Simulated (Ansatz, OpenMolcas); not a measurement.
## How methods differ on AlSiH4Cl (SMILES [SiH3][AlH][Cl])

AlSiH4Cl: 7 atoms, total charge 0, spin state singlet. As SMILES, `[SiH3][AlH][Cl]`. The coordinates come from a PBE0-D4/def2-TZVP relaxation.

```xyz
7

Si   -0.8612    0.5825   -0.3112
Al    1.0948   -0.6124    0.5431
Cl    1.7834   -2.2231   -0.6229
H    -2.0127   -0.3518   -0.4553
H    -0.5676    1.1547   -1.6551
H    -1.2766    1.6961    0.5863
H     1.9011   -0.3140    1.8695
```

Each level gives the energy change with the Si1–H6 bond stretched from 1.489 to 3.277 Å (eV). The values are calculated.

```
                          level                   kind     program  value (eV)  CPU time (all runs)
 SVWN5/aug-cc-pVDZ (restricted)                    LDA      Ansatz        3.95                 11 s
  BLYP/aug-cc-pVDZ (restricted)                    GGA  OpenMolcas        3.79              2.5 min
   PBE/aug-cc-pVDZ (restricted)                    GGA  OpenMolcas        3.90              2.4 min
r2SCAN/aug-cc-pVDZ (restricted)               meta-GGA      Ansatz        4.17                 28 s
  PBE0/aug-cc-pVDZ (restricted)          global hybrid      Ansatz        4.34                 17 s
B2PLYP/aug-cc-pVDZ (restricted)          double hybrid      Ansatz        4.25                 22 s
   MP2/aug-cc-pVDZ (restricted)    perturbation theory      Ansatz        4.48                 13 s
  CCSD/aug-cc-pVDZ (restricted)  coupled cluster or CI      Ansatz        3.79                 33 s
```

The first shape isn't each level's own minimum. The values span 3.79 to 4.48 eV. Times are those of the runs behind each value, whatever else they computed, on shared processors of several kinds: orders of magnitude only.

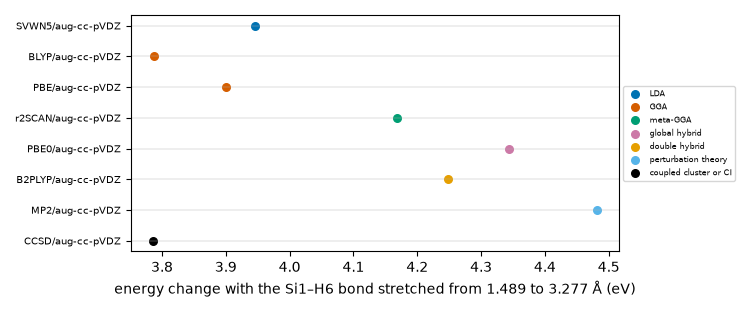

The values of the table, level by level.
